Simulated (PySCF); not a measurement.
# CH₂BF₃NP: electronic excitations and core binding energies

What electronic excitations and core binding energies should CH₂BF₃NP (`N#C[BH2-][P+](F)(F)F`) show?

Computed with PySCF 2.14.0, with density-fitted response routines of our own, on a single molecule in the gas phase. Atoms count from 0, in the outputs and in this text.

## (1) The starting structure

9 atoms, charge 0, multiplicity 1; geometry from: GFN2-xTB.

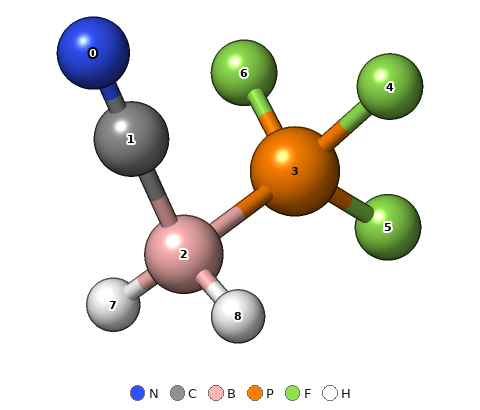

The starting geometry (nitrogen blue, carbon grey, boron pink, phosphorus orange, fluorine green, hydrogen white), atoms numbered; sticks join atoms by distance.

## (2) Excited states and response: CAM-B3LYP/def2-SVPD

What the job is given:

```
{"job": {"kind": "uv", "xc": "CAM-B3LYP", "basis": "def2-SVPD", "nstates": 8, "ntriplets": 3}, "charge": 0, "multiplicity": 1}
N      2.163529    -1.246191     0.732799
C      1.537981    -0.398863     0.279320
B      0.678940     0.737166    -0.329607
P     -0.972500    -0.099163    -0.007235
F     -1.319482    -0.493541     1.472877
F     -2.421315     0.442994    -0.355975
F     -1.203761    -1.528057    -0.616613
H      0.824366     0.853843    -1.494787
H      0.725804     1.737805     0.294041
```

Level: TDDFT CAM-B3LYP/def2-SVPD, vertical, gas phase, core orbitals frozen in the response.

Log:

```text
coarse grid: 9360 points
cycle   1  E = -759.0694531904  dE =  1.157e+00  |g| = 9.088e-01  |ddm| = 3.998e+00
cycle   2  E = -758.9356072113  dE =  1.338e-01  |g| = 1.296e+00  |ddm| = 2.395e+00
cycle   3  E = -759.2387665066  dE = -3.032e-01  |g| = 1.728e-01  |ddm| = 1.315e+00
cycle   4  E = -759.2445999961  dE = -5.833e-03  |g| = 7.022e-02  |ddm| = 2.407e-01
cycle   5  E = -759.2455427633  dE = -9.428e-04  |g| = 1.896e-02  |ddm| = 8.584e-02
cycle   6  E = -759.2456169432  dE = -7.418e-05  |g| = 1.585e-03  |ddm| = 2.501e-02
cycle   7  E = -759.2456178822  dE = -9.390e-07  |g| = 4.839e-04  |ddm| = 3.794e-03
final grid: 90896 points
cycle   8  E = -759.3361144702  dE = -1.418e-05  |g| = 2.758e-03  |ddm| = 3.321e-02
cycle   9  E = -759.3361140482  dE =  4.221e-07  |g| = 3.361e-03  |ddm| = 5.486e-03
cycle  10  E = -759.3361158761  dE = -1.828e-06  |g| = 4.064e-04  |ddm| = 2.386e-03
cycle  11  E = -759.3361159038  dE = -2.769e-08  |g| = 2.371e-04  |ddm| = 6.335e-04
cycle  12  E = -759.3361159145  dE = -1.071e-08  |g| = 6.547e-05  |ddm| = 3.051e-04
cycle  13  E = -759.3361159156  dE = -1.052e-09  |g| = 1.081e-05  |ddm| = 8.995e-05
cycle  14  E = -759.3361159156  dE = -2.774e-11  |g| = 5.920e-06  |ddm| = 1.752e-05
converged SCF energy = -759.3361159156

Static polarisability (au): isotropic 54.802, principal 44.896 53.434 66.076

Singlet excitations
state   eV       nm        f      main configurations
  1   6.3666    194.7   0.00066   H->L 0.89
  2   7.0503    175.9   0.06952   H-1->L 0.77, H->L+4 0.15
  3   7.5146    165.0   0.03627   H->L+1 0.89
  4   7.6621    161.8   0.01669   H-1->L+1 0.89
  5   7.7836    159.3   0.00749   H-2->L 0.83
  6   8.0883    153.3   0.00043   H-1->L+4 0.71
  7   8.3019    149.3   0.00046   H->L+3 0.32, H->L+2 0.29, H-3->L 0.20
  8   8.4724    146.3   0.00010   H-3->L 0.45, H->L+2 0.45

Triplet excitations (Tamm-Dancoff, eV): 5.6729 5.9684 6.6066
```

It took 60 s on 1 thread, shared host.

The orbitals next to the gap, with their largest atomic shares:

```
orbital      eV                      atoms
 HOMO−3  -13.17  B2 34 %, C1 18 %, H7 14 %
 HOMO−2  -11.91   N0 75 %, C1 17 %, B2 4 %
 HOMO−1  -11.19   N0 43 %, C1 34 %, B2 8 %
   HOMO  -10.96  N0 41 %, C1 31 %, B2 13 %
   LUMO   -0.73  P3 36 %, F5 16 %, N0 12 %
 LUMO+1   -0.42  P3 41 %, B2 14 %, F6 11 %
 LUMO+2    0.49  B2 38 %, P3 20 %, F4 10 %
```

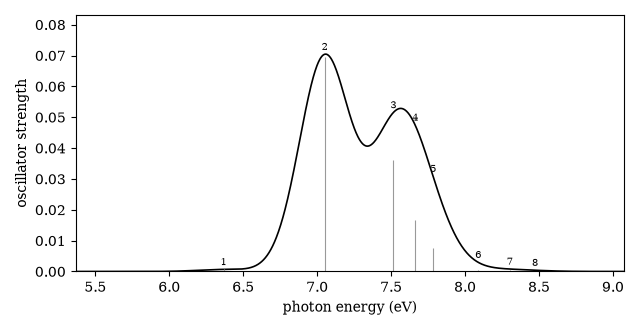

Absorption spectrum from the 8 singlet states computed; above the last one it falls off for lack of states. Lines are broadened to a width of 0.40 eV (Gaussian).

Further results of this job:

```
           property  computed
  dipole moment (D)      3.92
polarisability (Å³)      8.12
 HOMO–LUMO gap (eV)     10.23
      −ε(HOMO) (eV)     10.96
```

## (3) X-ray photoelectron lines: SCAN, X2C

The job, as its differences from that of step 2:

```diff
@@ -1,2 +1,2 @@
-{"job": {"kind": "uv", "xc": "CAM-B3LYP", "basis": "def2-SVPD", "nstates": 8, "ntriplets": 3}, "charge": 0, "multiplicity": 1}
+{"job": {"kind": "xps"}, "charge": 0, "multiplicity": 1}
 N      2.163529    -1.246191     0.732799
```

Level: delta-SCF UKS SCAN, pcX-2 on the ionised atom, pcseg-1 elsewhere, spin-free X2C.

Log:

```text
ground state, core basis on atom 0 (N), 143 functions
  cycle   1  E = -760.57490372  |g| = 8.30e-01
  cycle   2  E = -760.15253078  |g| = 1.68e+00
  cycle   3  E = -760.68952055  |g| = 3.69e-01
  cycle   4  E = -760.71965715  |g| = 1.11e-01
  cycle   5  E = -760.72194025  |g| = 3.86e-02
  cycle   6  E = -760.72229315  |g| = 7.47e-03
  cycle   7  E = -760.72230709  |g| = 3.65e-03
  cycle   8  E = -760.72231109  |g| = 2.06e-03
  cycle   9  E = -760.72230921  |g| = 3.27e-04
  E(ground) = -760.73863718 Eh
hole in N 1s of atom 0
  cycle   1  E = -745.13020206  |g| = 1.84e+00
  cycle   2  E = -743.74068903  |g| = 2.34e+00
  cycle   3  E = -745.61937091  |g| = 6.67e-01
  cycle   4  E = -745.75500788  |g| = 4.16e-01
  cycle   5  E = -745.82037233  |g| = 1.80e-01
  cycle   6  E = -745.83362640  |g| = 2.57e-02
  cycle   7  E = -745.83397366  |g| = 1.64e-02
  cycle   8  E = -745.83415074  |g| = 9.62e-03
  cycle   9  E = -745.83422867  |g| = 5.44e-03
  cycle  10  E = -745.83426567  |g| = 3.48e-03
  cycle  11  E = -745.83427264  |g| = 1.70e-03
  cycle  12  E = -745.83427314  |g| = 3.89e-04
  E(ion) = -745.85169944 Eh   <S^2> = 0.8103   hole on atom = 1.000   binding energy = 405.094 eV
ground state, core basis on atom 1 (C), 143 functions
  cycle   1  E = -760.71265445  |g| = 6.00e-02
  cycle   2  E = -760.71190699  |g| = 6.20e-02
  cycle   3  E = -760.71192132  |g| = 6.10e-02
  cycle   4  E = -760.71276514  |g| = 7.20e-03
  cycle   5  E = -760.71277824  |g| = 1.49e-03
  cycle   6  E = -760.71277584  |g| = 1.76e-04
  E(ground) = -760.73273645 Eh
hole in C 1s of atom 1
  cycle   1  E = -749.43934473  |g| = 1.50e+00
  cycle   2  E = -748.43824638  |g| = 2.00e+00
  cycle   3  E = -749.55996290  |g| = 1.01e+00
  cycle   4  E = -749.92507628  |g| = 3.25e-01
  cycle   5  E = -749.97543567  |g| = 1.12e-01
  cycle   6  E = -749.98270960  |g| = 4.64e-02
  cycle   7  E = -749.98342705  |g| = 2.02e-02
  cycle   8  E = -749.98368411  |g| = 6.17e-03
  cycle   9  E = -749.98376001  |g| = 4.47e-03
  cycle  10  E = -749.98380570  |g| = 3.14e-03
  cycle  11  E = -749.98382368  |g| = 1.88e-03
  cycle  12  E = -749.98382606  |g| = 4.34e-04
  E(ion) = -750.00277794 Eh   <S^2> = 0.8149   hole on atom = 1.000   binding energy = 291.977 eV
ground state, core basis on atom 2 (B), 143 functions
  cycle   1  E = -760.70178647  |g| = 5.69e-02
  cycle   2  E = -760.69993704  |g| = 9.57e-02
  cycle   3  E = -760.70174579  |g| = 3.98e-02
  cycle   4  E = -760.70209000  |g| = 8.31e-03
  cycle   5  E = -760.70211016  |g| = 2.45e-03
  cycle   6  E = -760.70211202  |g| = 3.25e-04
  E(ground) = -760.72049592 Eh
hole in B 1s of atom 2
  cycle   1  E = -753.06818510  |g| = 1.18e+00
  cycle   2  E = -752.19780186  |g| = 1.70e+00
  cycle   3  E = -753.20621128  |g| = 7.82e-01
  cycle   4  E = -753.40135898  |g| = 4.13e-01
  cycle   5  E = -753.47412983  |g| = 1.36e-01
  cycle   6  E = -753.48072037  |g| = 4.31e-02
  cycle   7  E = -753.48140922  |g| = 9.76e-03
  cycle   8  E = -753.48145471  |g| = 4.69e-03
  cycle   9  E = -753.48146603  |g| = 3.67e-03
  cycle  10  E = -753.48147050  |g| = 1.25e-03
  cycle  11  E = -753.48147598  |g| = 6.74e-04
  cycle  12  E = -753.48147601  |g| = 3.42e-04
  E(ion) = -753.50294194 Eh   <S^2> = 0.7699   hole on atom = 1.000   binding energy = 196.400 eV
ground state, core basis on atom 3 (P), 154 functions
  cycle   1  E = -760.86368751  |g| = 3.47e-01
  cycle   2  E = -760.86362645  |g| = 6.99e-02
  cycle   3  E = -760.86294352  |g| = 8.64e-02
  cycle   4  E = -760.86415314  |g| = 3.20e-02
  cycle   5  E = -760.86435681  |g| = 9.92e-03
  cycle   6  E = -760.86437519  |g| = 1.56e-03
  cycle   7  E = -760.86437943  |g| = 2.06e-04
  E(ground) = -760.84780990 Eh
hole in P 1s of atom 3
  cycle   1  E = -680.46643452  |g| = 4.72e+00
  cycle   2  E = -671.27135800  |g| = 4.01e+00
  cycle   3  E = -621.69187360  |g| = 8.50e+00
  cycle   4  E = -674.90781700  |g| = 3.13e+00
  cycle   5  E = -681.21886419  |g| = 8.06e-01
  cycle   6  E = -681.26042814  |g| = 7.42e-01
  cycle   7  E = -681.54707256  |g| = 2.34e-01
  cycle   8  E = -681.54904684  |g| = 2.56e-01
  cycle   9  E = -681.57740807  |g| = 3.70e-02
  cycle  10  E = -681.57820768  |g| = 1.34e-02
  cycle  11  E = -681.57826060  |g| = 7.29e-03
  cycle  12  E = -681.57828104  |g| = 7.08e-04
  cycle  13  E = -681.57828048  |g| = 2.98e-04
  E(ion) = -681.56749576 Eh   <S^2> = 0.7519   hole on atom = 1.000   binding energy = 2157.327 eV
hole in P 2p of atom 3
  cycle   1  E = -755.22121740  |g| = 1.40e+00
  cycle   2  E = -749.08865072  |g| = 3.08e+00
  cycle   3  E = -754.57903955  |g| = 1.36e+00
  cycle   4  E = -755.49661709  |g| = 4.23e-01
  cycle   5  E = -755.44586042  |g| = 5.14e-01
  cycle   6  E = -755.58469660  |g| = 9.34e-02
  cycle   7  E = -755.58762264  |g| = 4.95e-02
  cycle   8  E = -755.58847860  |g| = 1.10e-02
  cycle   9  E = -755.58849953  |g| = 8.38e-03
  cycle  10  E = -755.58852531  |g| = 1.91e-03
  cycle  11  E = -755.58852616  |g| = 6.09e-04
  cycle  12  E = -755.58852573  |g| = 2.33e-04
  E(ion) = -755.58612372 Eh   <S^2> = 0.7530   hole on atom = 1.002   binding energy = 143.178 eV
  2p3/2 = 143.013 eV   2p1/2 = 143.919 eV
ground state, core basis on atom 4 (F), 143 functions
  cycle   1  E = -760.75605621  |g| = 1.33e-01
  cycle   2  E = -760.75442928  |g| = 1.21e-01
  cycle   3  E = -760.75601537  |g| = 7.62e-02
  cycle   4  E = -760.75677060  |g| = 3.07e-02
  cycle   5  E = -760.75698245  |g| = 8.94e-03
  cycle   6  E = -760.75700131  |g| = 1.06e-03
  cycle   7  E = -760.75700075  |g| = 3.93e-04
  E(ground) = -760.77597953 Eh
hole in F 1s of atom 4
  cycle   1  E = -734.30950751  |g| = 2.58e+00
  cycle   2  E = -733.41571855  |g| = 2.41e+00
  cycle   3  E = -734.80998693  |g| = 8.47e-01
  cycle   4  E = -734.96685259  |g| = 6.97e-01
  cycle   5  E = -735.13698323  |g| = 3.69e-01
  cycle   6  E = -735.20421119  |g| = 7.80e-02
  cycle   7  E = -735.20760713  |g| = 3.11e-02
  cycle   8  E = -735.20790976  |g| = 1.00e-02
  cycle   9  E = -735.20795421  |g| = 2.43e-03
  cycle  10  E = -735.20795714  |g| = 1.43e-03
  cycle  11  E = -735.20795852  |g| = 6.52e-04
  cycle  12  E = -735.20795840  |g| = 1.48e-04
  E(ion) = -735.23421766 Eh   <S^2> = 0.7573   hole on atom = 1.000   binding energy = 695.027 eV
```

Wall time 1.8 min (1 thread, shared host).

Binding energies by hole, beside the orbital energy of the ground state; the difference holds orbital relaxation and, for a density functional, its self-interaction error:

```
     hole  stands for                  environment  ΔSCF (eV; 2p as the shell's mean)  −ε (eV)   ⟨S²⟩
N1s on N0          N0             nitrile nitrogen                             405.09    386.1  0.810
C1s on C1          C1               nitrile carbon                             291.98    274.4  0.815
B1s on B2          B2    boron bonded to C, P, 2 H                             196.40    180.8  0.770
P1s on P3          P3  phosphorus bonded to B, 3 F                            2157.33   2099.2  0.752
P2p on P3          P3  phosphorus bonded to B, 3 F                             143.32    131.7  0.753
F1s on F4  F4, F5, F6         fluorine bonded to P                             695.03    669.3  0.757
```

Each hole run stands for the others of its class of like atoms.

With the spin-orbit splitting: P3 2p3/2 143.01, 2p1/2 143.92 eV. The table gives each 2p level as the mean over the whole 2p shell (two parts 2p3/2, one part 2p1/2), which differs a little from the single hole in the log.

## (4) Summary of results

```
                                quantity                        value
    lowest singlet (CAM-B3LYP/def2-SVPD)  6.37 eV (195 nm), f = 0.001
brightest single state of those computed  state 2, 7.05 eV, f = 0.070
                          lowest triplet                      5.67 eV
        N1s binding energies, SCAN/pcX-2                 N0 405.09 eV
        C1s binding energies, SCAN/pcX-2                 C1 291.98 eV
        B1s binding energies, SCAN/pcX-2                 B2 196.40 eV
        P1s binding energies, SCAN/pcX-2                P3 2157.33 eV
        P2p binding energies, SCAN/pcX-2                 P3 143.32 eV
        F1s binding energies, SCAN/pcX-2                 F4 695.03 eV
```

**Reading.** The first singlet state (HOMO→LUMO 0.89) lies at 6.37 eV and is dark; of the 8 states computed, the strongest absorption comes from state 2 at 7.05 eV. The lowest triplet lies 0.69 eV below the lowest singlet (triplets in Tamm-Dancoff, singlets in full TDDFT).
